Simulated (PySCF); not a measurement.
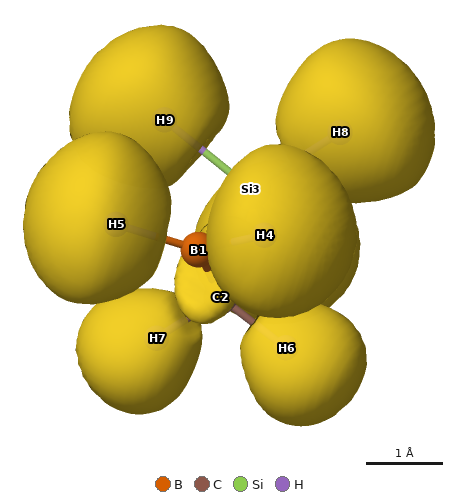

The picture shows: CH7BSi (SMILES BC[SiH3]). Isosurface of the ELF at 0.85 (yellow), seen at an oblique angle. Only the valence region is drawn (cores and ρ < 0.01 e/Å³ removed).

Geometry: GFN2-xTB.

Computed with PySCF 2.14.0, PBE0/pcSseg-1, SCF density, gas phase, non-relativistic.

```xyz
10

B    -1.5131   -0.2850   -0.1159
C    -0.3272    0.6883   -0.2839
Si    1.2586   -0.2442    0.2565
H    -1.8232   -0.9982   -0.9919
H    -2.0850   -0.3485    0.9045
H    -0.1566    1.0130   -1.3099
H    -0.3873    1.5769    0.3438
H     1.4858   -1.4229   -0.5828
H     1.1699   -0.6546    1.6599
H     2.3868    0.6801    0.0973
```

Where are the electrons localised?

Answer. At this value the surface marks out one region between bonded B–C atoms (shared pairs), one region between bonded C–Si atoms (shared pairs) and seven regions around hydrogen nuclei. Profiles from the grid: C–B (1.54 Å): the ELF peaks at about 0.95 between the atoms (localised, covalent bonding). C–Si (1.92 Å): the ELF peaks at about 0.95 between the atoms, as expected for localised, covalent bonding.
